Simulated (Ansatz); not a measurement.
## HgTe (zinc blende), scan of one atom of the cell

HgTe (zinc blende)

```xyz
4
Lattice="0.0000 6.6507 6.6507 3.3253 0.0000 3.3253 3.3253 3.3253 0.0000" Properties=species:S:1:pos:R:3 pbc="T T T"
Te     4.9880     4.9880     4.9880
Te     4.9880     8.3134     8.3134
Hg     0.0000     0.0000     0.0000
Hg     0.0000     3.3253     3.3253
```

Scan: atom 2 (Te, nearest neighbour Hg at 2.880 Å; its periodic images, 4.7 Å or more away, move with it) is displaced along Cartesian z, direction (0.000, 0.000, 1.000) in Cartesian axes, by s. The other atoms stay.

Method: PBE (plane waves to 420 eV, PAW, scalar-relativistic; Ansatz, a quantum-chemistry and plane-wave program). k mesh 5×10×10 (Γ-centred), Fermi-Dirac smearing 0.05 eV. E stands for the smeared free energy. With partly filled bands, energies and forces of such displacements shift with the k mesh and the smearing. At this level the bands of HgTe touch or barely overlap. HgTe was relaxed with its symmetry unable to fall. Spin-orbit coupling is left out, though Hg and Te are heavy. The PAW data are Ansatz's earlier set. The relaxed volume of HgTe is well above the measured one; the method has no dispersion term. The zero of ΔE is the undisplaced structure.

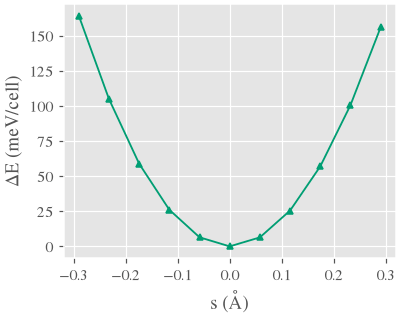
ΔE (meV/cell) against s (Å); markers are the computed points, lines only join them.

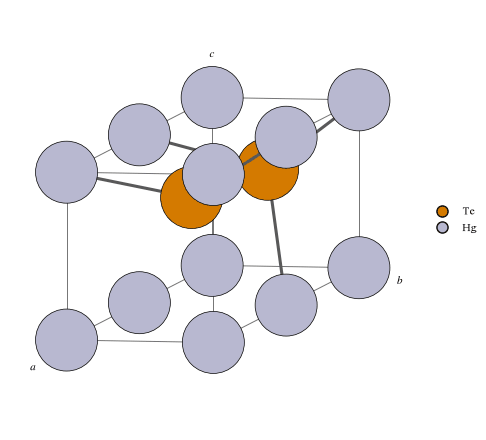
Figure: The cell of the calculation at s = -0.290 Å.

The energy at s = 0.290 Å comes out as 156 meV/cell and the force constant k = d²E/ds² at s = 0 (finite differences) is 3.83 eV/Å². The force along the line at s = -0.290 Å is 1.14 eV/Å. Shape of the curve: a single well with its minimum at or next to zero displacement. Harmonic estimate at the end of the scan: ½ks² = 161 meV/cell against the computed 156 meV/cell, so the well is close to harmonic there.

The forces along the line at the two nearest points give (0.224 − (-0.220)) / (2·0.058) = 3.83 eV/Å²; the next pair corrects for the finite step.

(For displaced atoms, the force is minus the slope of the energy, and its curvature is a force constant, which sets phonon frequencies.)
